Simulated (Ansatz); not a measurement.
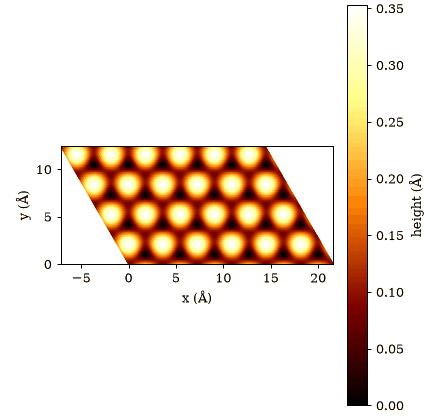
*Simulated constant-current image at -2.1 V from a Fermi level inside the gap (filled states down to 1.0 eV under the valence edge)*

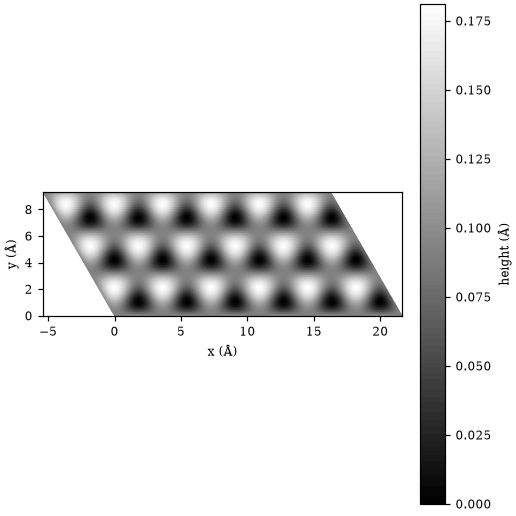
Fig. 1. Simulated constant-current image at +1.5 V from a Fermi level inside the gap (empty states up to 0.4 eV over the conduction edge)

Calculation: PBE, Tersoff-Hamann images (plane waves, PAW; Ansatz, an electronic-structure program).

Mesh 18×18×1, no spin-orbit coupling, no spin polarisation; biases count from the run's Fermi level. The set point is the mean density 3.5 Å over the top atom.

The sample is: single layer of GaS (symmetry P-3m1 as a slab, 4 atoms a cell). Atoms are numbered in the order of this list of the upper atoms (x, y, depth in Å): S2 (0.0, 2.1, 0.0); Ga4 (1.8, 1.1, 1.1).

Task: Which sites are bright, and how large is the corrugation?

Result: At -2.1 V the maximum lies over S2 and the sites alike, corrugation about 0.35 Å. At +1.5 V the maximum lies over S2 and the sites alike, corrugation about 0.18 Å.
